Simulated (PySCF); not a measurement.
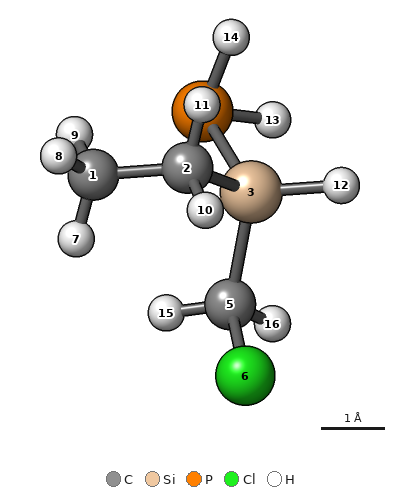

Fig. 1: The input geometry (ball-and-stick view, seen at an oblique angle; atoms are numbered from 1 in the order of the input). Bond lengths as drawn: C–C 1.53 Å, C–Cl 1.78 Å, C–H 1.09 Å, C–Si 1.91 to 1.92 Å, H–P 1.38 Å, H–Si 1.47 Å and P–Si 2.25 Å.

# Run report: C$_{3}$H$_{10}$ClPSi, NMR shielding calculation

C$_{3}$H$_{10}$ClPSi, computed with GIAO LC-wPBE/pcSseg-1 NMR shielding, non-relativistic, IEF-PCM water (PySCF 2.14.0).

The geometry comes from this level: GFN2-xTB. It belongs to a series of runs on one base structure; here: solvent water; LC-wPBE/pcSseg-1. Figures and captions count atoms from 1; the log counts them from 0 in places.

**Input**
```
{"job": {"kind": "nmr", "xc": "LC-wPBE", "basis": "pcSseg-1", "solvent": "water", "pop": false}, "charge": 0, "multiplicity": 1}
C     -1.908620    -0.497511     0.126512
C     -0.965758    -0.136515    -1.017595
Si     0.832071     0.114157    -0.428847
P      1.436726    -1.706094     0.748454
C      0.920118     1.551582     0.838311
Cl     0.146641     3.010435     0.167351
H     -1.981646     0.323025     0.836263
H     -2.907506    -0.709532    -0.250040
H     -1.548254    -1.379591     0.655382
H     -1.321207     0.770382    -1.506097
H     -0.992950    -0.928254    -1.768079
H      1.699074     0.476089    -1.562857
H      2.797432    -1.475749     0.652413
H      1.439787    -2.548455    -0.348799
H      0.402106     1.318148     1.766496
H      1.944388     1.826825     1.079719
```

The first line tells a small driver script what to run in PySCF; the rest is the geometry in Å.

Hardware: 1 CPU thread, shared host.

Command:
```bash
OMP_NUM_THREADS=1 python <driver script> task.json out
```

**The program's output**
```
coarse grid: 14336 points
cycle   1  E = -1210.8579569597  dE =  4.461e-01  |g| = 3.386e-01  |ddm| = 3.402e+00
cycle   2  E = -1210.8883603926  dE = -3.040e-02  |g| = 2.138e-01  |ddm| = 5.729e-01
cycle   3  E = -1210.8985225335  dE = -1.016e-02  |g| = 4.162e-02  |ddm| = 2.006e-01
cycle   4  E = -1210.8991611026  dE = -6.386e-04  |g| = 1.188e-02  |ddm| = 7.437e-02
cycle   5  E = -1210.8992143229  dE = -5.322e-05  |g| = 3.473e-03  |ddm| = 2.576e-02
cycle   6  E = -1210.8992193756  dE = -5.053e-06  |g| = 8.882e-04  |ddm| = 8.254e-03
final grid: 122944 points
cycle   7  E = -1210.9567561443  dE = -5.953e-05  |g| = 6.976e-03  |ddm| = 2.739e-02
cycle   8  E = -1210.9567595849  dE = -3.441e-06  |g| = 4.008e-03  |ddm| = 6.395e-03
cycle   9  E = -1210.9567627733  dE = -3.188e-06  |g| = 5.187e-04  |ddm| = 2.825e-03
cycle  10  E = -1210.9567624983  dE =  2.749e-07  |g| = 1.419e-04  |ddm| = 6.327e-04
cycle  11  E = -1210.9567628507  dE = -3.524e-07  |g| = 3.658e-05  |ddm| = 3.597e-04
cycle  12  E = -1210.9567628514  dE = -7.294e-10  |g| = 1.492e-05  |ddm| = 1.047e-04
```

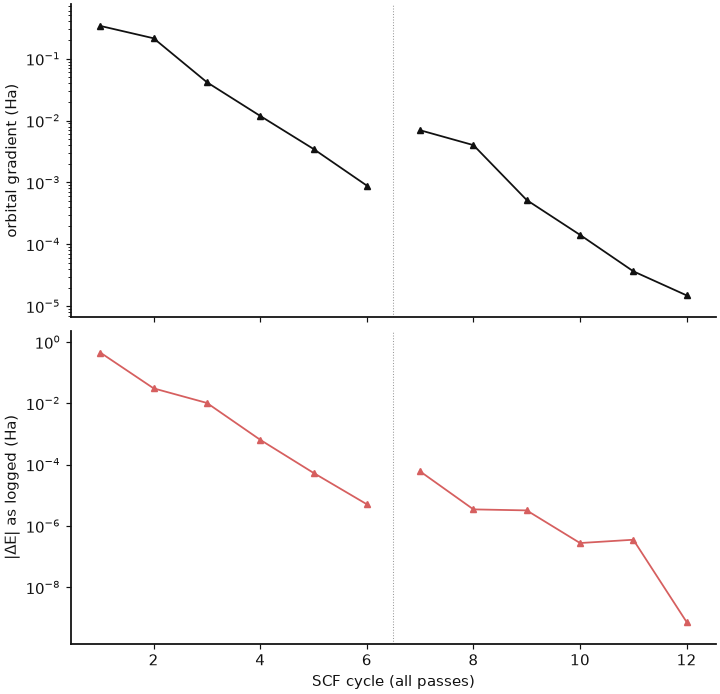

Fig. 2: Convergence of the self-consistent field: orbital gradient and size of the energy change against the SCF cycle. The dotted line marks the change from a coarse to the final integration grid. The first 6 cycles use a coarse grid, the final grid takes over at cycle 7, and the field converges after 12 cycles in all.

```
converged SCF energy = -1210.9567628514

GIAO shielding tensors (ppm)
atom      isotropic    diamagn.    paramagn.     s11        s22        s33       span
  0 C      183.415     247.776     -64.361    178.547    180.965    190.733     12.186
  1 C      187.236     253.273     -66.038    182.209    184.904    194.594     12.385
  2 Si     367.256     880.181    -512.925    327.394    375.389    398.986     71.592
  3 P      636.942     968.496    -331.554    563.288    630.103    717.434    154.146
  4 C      161.456     253.994     -92.538    136.136    146.081    202.151     66.015
  5 Cl     968.793    1147.049    -178.257    881.246    912.105   1113.027    231.781
  6 H       30.883      30.908      -0.024     25.435     30.679     36.536     11.101
  7 H       30.491      28.706       1.785     25.020     27.301     39.153     14.134
  8 H       30.815      30.892      -0.077     24.573     31.384     36.489     11.916
  9 H       30.658      31.281      -0.623     26.349     28.536     37.090     10.741
 10 H       31.098      31.511      -0.413     26.443     28.212     38.638     12.196
 11 H       27.120      29.762      -2.641     23.651     25.049     32.661      9.010
 12 H       30.498      29.783       0.715     24.497     27.289     39.708     15.211
 13 H       30.596      30.325       0.271     24.599     27.455     39.734     15.135
 14 H       28.629      31.249      -2.620     23.262     28.148     34.476     11.213
 15 H       28.587      29.712      -1.125     21.696     28.623     35.441     13.745
```

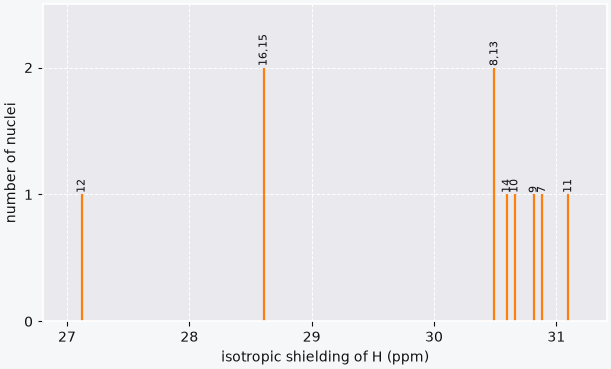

Fig. 3: Isotropic shieldings of the hydrogen nuclei in this fixed geometry, labelled by atom number; shielding grows to the right, so chemical shift grows to the left. The least shielded is H12 (27.1 ppm), the most shielded H11 (31.1 ppm).

**Key numbers**

- outcome: converged
- total energy: −1210.956763 hartree
- HOMO: −10.07 eV
- LUMO: 2.62 eV
- dipole moment: 2.12 D
- isotropic shielding, C: 161.5 to 187.2 ppm
- isotropic shielding, Si: 367.3 ppm
- isotropic shielding, P: 636.9 ppm
- isotropic shielding, Cl: 968.8 ppm
- isotropic shielding, H: 27.1 to 31.1 ppm
- wall time: 41 s
- peak memory: 0.97 GiB

**Notes**

Settings chosen away from the usual ones: solvent water; LC-wPBE/pcSseg-1.
